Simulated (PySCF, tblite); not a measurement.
# C₄H₁₃NSSi₂: geometry, infrared bands and NMR shifts

What infrared bands and NMR shifts should C₄H₁₃NSSi₂ (`C=C(SC)[Si@H](C)[SiH2]N`) show?

Programs: tblite 0.8.0 and PySCF 2.14.0, with density-fitted response routines of our own. Each step states its level of theory. These are calculated values for one molecule in the gas phase, unless marked as measured. Atoms are numbered from 0 throughout.

## (1) The molecule as given

21 atoms, charge 0, multiplicity 1; geometry from: force field or distance geometry start.

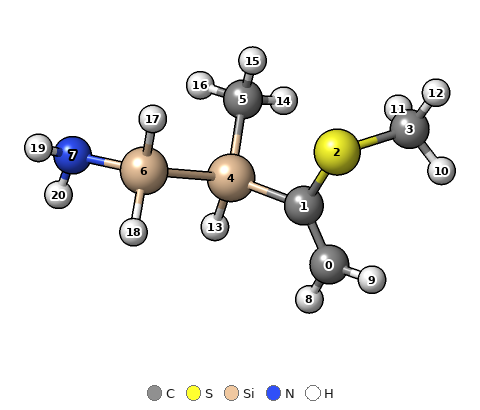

As it starts; carbon grey, sulfur yellow, silicon light orange, nitrogen blue, hydrogen white, atoms numbered.

## (2) Optimising the geometry with GFN2-xTB

Job settings and geometry (Å):

```
{"job": {"kind": "relax", "xc": "GFN2-xTB", "basis": "xTB"}, "charge": 0, "multiplicity": 1}
C     -0.966300    -2.344000    -0.242300
C     -0.840500    -1.011000    -0.090900
S     -2.148100     0.054900    -0.445500
C     -3.257200    -0.275300     0.940400
Si     0.746800    -0.222400     0.500300
C      0.481300     0.933300     1.916300
Si     1.747000     0.939600    -1.264600
N      3.311400     1.528800    -0.886500
H     -0.162100    -3.040300    -0.029400
H     -1.906800    -2.782000    -0.593800
H     -3.597400    -1.324300     0.929900
H     -2.752100    -0.085900     1.898000
H     -4.138400     0.368200     0.891900
H      1.681500    -1.305500     0.925200
H      0.006900     0.425200     2.759800
H     -0.154700     1.780700     1.656700
H      1.438800     1.341700     2.281900
H      0.957200     2.115400    -1.668800
H      1.955600     0.060700    -2.427600
H      3.631900     2.106600    -1.656100
H      3.956300     0.752600    -0.837600
```

Command:

```
$ OMP_NUM_THREADS=1 python probes_run.py task.json out
```

The driver reads the jobs from task.json and runs them one after another.

**Question.** This job is followed by: GFN2-xTB harmonic vibrations, gas phase; GIAO PBE0/pcSseg-1 NMR shielding, non-relativistic, gas phase. Predict these results of the whole session: strongest single infrared mode (GFN2-xTB); zero-point energy (GFN2-xTB); 13C shifts against TMS (PBE0/pcSseg-1); 1H shifts against TMS (PBE0/pcSseg-1, means over atoms taken as alike); 33S shifts against CS2 (PBE0/pcSseg-1); 29Si shifts against TMS (PBE0/pcSseg-1); 15N shifts against NH3 (PBE0/pcSseg-1).

**Answer**, as computed:

| quantity | value |
| --- | --- |
| strongest single infrared mode (GFN2-xTB) | 2093 cm⁻¹, 399 km/mol |
| zero-point energy (GFN2-xTB) | 98.1 kcal/mol |
| 13C shifts against TMS (PBE0/pcSseg-1) | 155.0, 118.6, 19.1, -4.5 ppm |
| 1H shifts against TMS (PBE0/pcSseg-1, means over atoms taken as alike) | 5.69, 5.23, 5.07, 5.02, 4.61, 2.18, 0.48, -0.26 ppm |
| 33S shifts against CS2 (PBE0/pcSseg-1) | 38 ppm |
| 29Si shifts against TMS (PBE0/pcSseg-1) | -37.5, -49.0 ppm |
| 15N shifts against NH3 (PBE0/pcSseg-1) | -1.6 ppm |

In words: Over 215 steps the energy fell by 0.513 eV; of the close pairs, Si4–C5 changed most, 1.847 to 1.904 Å. All 57 modes are real, so the xTB geometry is a minimum. The strongest single mode, at 2093 cm⁻¹, moves mainly H18. Unscaled tight-binding wavenumbers are off by several per cent, some by more. Its intensities can rank the bands wrongly. C1 (fully substituted alkene carbon) lies farthest downfield among carbon, at 155.0 ppm; the olefinic region. At PBE0/pcSseg-1: The widest tensor belongs to S2: span 387 ppm, with a paramagnetic part of -595 ppm.
